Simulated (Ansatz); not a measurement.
System: Be$_{3}$AgS$_{4}$.

Input

```
crystal:
  lattice:
    - [4.8472294391, 0.0, 0.0]
    - [0.0, 4.8472294391, 0.0]
    - [0.0, 0.0, 4.8472294391]
  atoms:
    - { symbol: Be, position: [0.0, 0.5, 0.5] }
    - { symbol: Be, position: [0.5, 0.0, 0.5] }
    - { symbol: Be, position: [0.5, 0.5, 0.0] }
    - { symbol: Ag, position: [0.5, 0.5, 0.5] }
    - { symbol: S, position: [0.5, 0.0, 0.0] }
    - { symbol: S, position: [0.0, 0.5, 0.0] }
    - { symbol: S, position: [0.0, 0.0, 0.5] }
    - { symbol: S, position: [0.0, 0.0, 0.0] }
basis:
  ecutwfc: 420
kpoints:
  mp_grid: { grid: [8, 8, 8] }
hamiltonian:
  xc: pbe
scf:
  occupations: { method: gaussian, width: 0.1 }
output:
  forces: true
  stress: true
  eigenvalues: true
  write_density: true
  write_potential: true
  elf: true
  volumetric_format: npy
relax:
  adjacent_minimum: "off"
  f_tol: 0.01
  max_steps: 80
  cell: { stress_tol: 0.05 }
```

Launched as:

```sh
ansatz run input.yaml --threads 1 --pin off --max-ram 2560MiB --backend cpu --events-out ev --progress --plain --runs-dir out
```

Below, planes, directions and counts refer to the conventional cell (a = 4.85 Å, b = 4.85 Å, c = 4.85 Å, α = 90.00°, β = 90.00°, γ = 90.00°).

The fields are those of the run's last geometry, not of the input's.

Space group Pm-3m; a structure generated by program, which may or may not match a known phase; computed without spin polarisation.

Theory: Ansatz, DFT PBE, scalar-relativistic, plane waves, PAW.

### Predict the valence pseudo-density and electron localisation function between the atoms.

S–S (2.43 Å): the density is about 0.52 e/Å³ at the midpoint; the ELF peaks at about 0.85 in the valence shell of S, 0.8 Å from its nucleus, and drops to about 0.60 between the two atoms.
Be–Ag (2.43 Å): ρ is about 0.36 e/Å³ halfway; the ELF is about 0.35 at the midpoint.

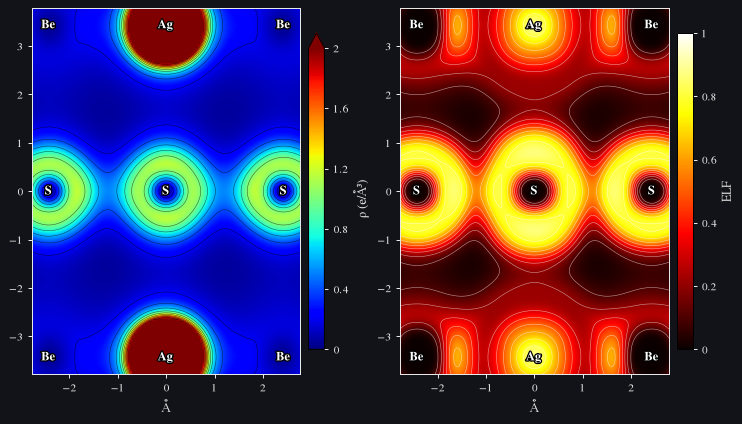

Computed valence pseudo-density and electron localisation function on the (011) plane of the conventional cell, in this order. 

In a PAW calculation such maps are meaningful between the atoms, not at the nuclei.
